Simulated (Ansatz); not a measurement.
AlBeH$_{3}$Si

Input file:

```
crystal:
  periodic: [false, false, false]
  atoms:
    - {symbol: Al, position_ang: [-0.977301, -1.991217, -0.811741]}
    - {symbol: Be, position_ang: [-2.059162, -0.975308, -3.067822]}
    - {symbol: Si, position_ang: [-0.904335, 0.119055, -1.586761]}
    - {symbol: H, position_ang: [-2.752501, -1.492891, -4.097175]}
    - {symbol: H, position_ang: [-1.265982, -3.289926, 0.059091]}
    - {symbol: H, position_ang: [-2.047396, -0.417790, -0.575047]}
basis:
  gaussian: {orbitals: def2-TZVPD}
hamiltonian: {xc: {name: PBE0}}
output: {forces: true, orbitals: {seedname: orbitals}}
```

Run with:

```sh
ansatz run input.yaml --threads 2 --pin off --max-ram 4350MiB --events-out events.jsonl --progress --plain --runs-dir runs
```

Geometry: PBE0-D4/def2-TZVP.

These are results of Ansatz 0.2.0, isolated molecule in a Gaussian basis; Kohn-Sham density functional theory, functional PBE0, not measurements.

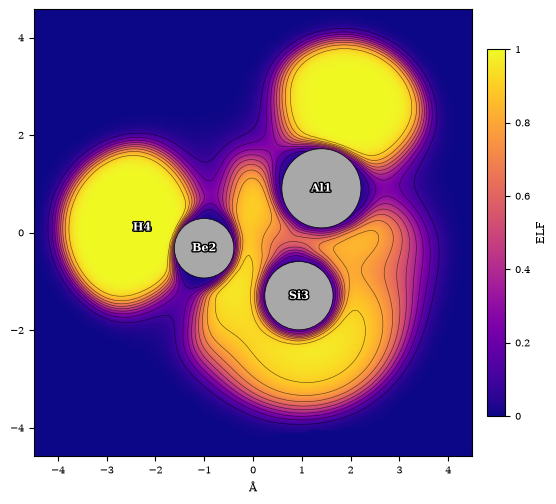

Figure 1. ELF on the plane of atoms Al1, Si3 and Be2. Grey discs cover the atomic cores.

**Interpret the plot.**

- Atoms in the plane: Al, Be, Si and H.
- Be–Si (2.17 Å): the ELF peaks at about 0.95 between the atoms, as expected for a covalent bond.
- Al–Si (2.25 Å): the ELF peaks at about 0.65 in the valence shell of Si, 1.1 Å from its nucleus, and is about 0.65 at the midpoint.
- Be–H (1.34 Å): the ELF climbs to about 1 towards the hydrogen.
- The ELF also peaks beside Si3, away from the bonds: lone-pair regions.

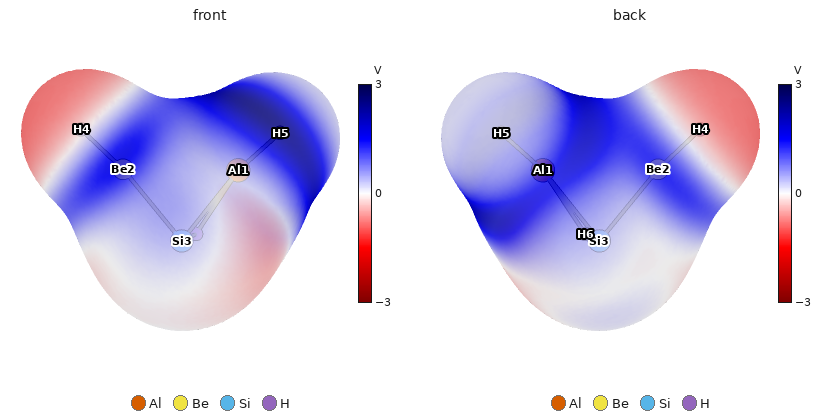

Figure 2. The electrostatic potential painted on the density surface at 0.002 e/bohr³, seen from the front and from behind; red is negative and blue positive.

**Describe the electrostatic potential map.**

The most negative region (about −0.8 V) lies over H4, the most positive (about +2.5 V) over Al1.

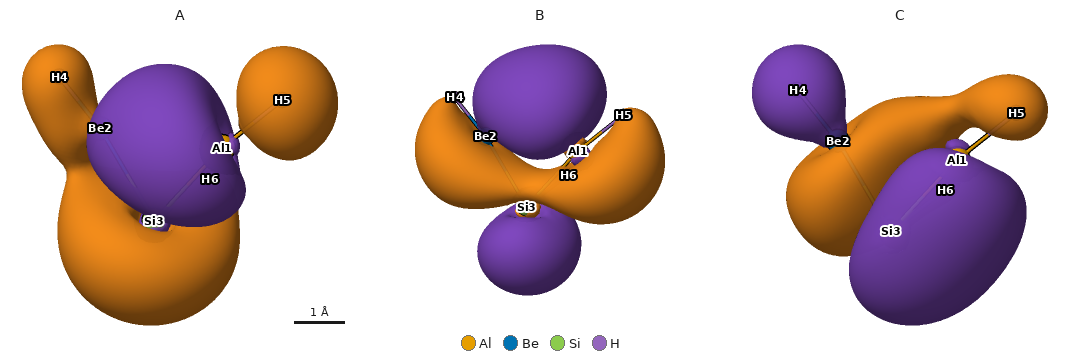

Figure 3. Three frontier orbitals at ±0.06 Å⁻³ᐟ² (orange and purple are the two phases), in no order.

**Order the three orbitals by energy and name them.**

A is the HOMO−1 (−7.03 eV). It lies mainly on Si3 (about 50 %), Al1 (about 25 %), Be2 (about 10 %) and H5 (about 10 %). C is the HOMO (−6.67 eV). Its weight (Hirshfeld) is mainly on Si3 (about 50 %), Al1 (about 25 %) and Be2 (about 15 %). B is the LUMO (−2.28 eV). Its weight (Hirshfeld) is mainly on Al1 (about 40 %), Si3 (about 30 %) and Be2 (about 25 %).

**What is the HOMO–LUMO gap?**

4.39 eV between the orbital energies.
